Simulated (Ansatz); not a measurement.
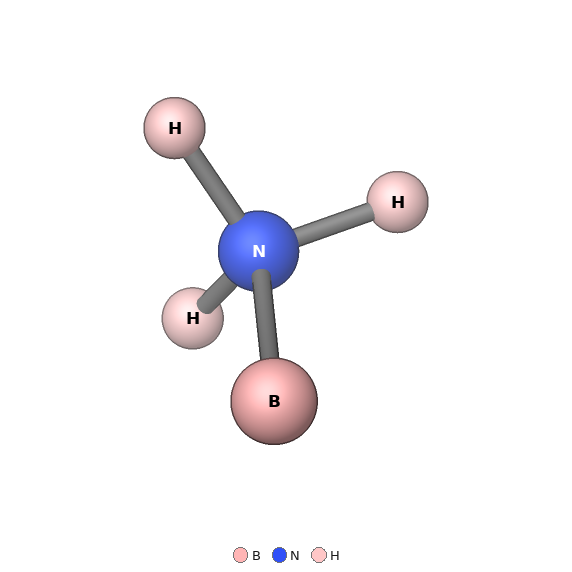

Atoms fade into the background with distance from the viewer. Charge +1, singlet. Computed geometry: PBE0-D4/def2-TZVP optimisation. No frequency run is at hand to confirm it as a minimum.

Q: List the symmetry elements and name the point group.

A: It has 1 C3 axis and 3 mirror planes, so the point group is C3v. The group has 6 operations. The geometry is achiral, and symmetry allows a dipole moment.
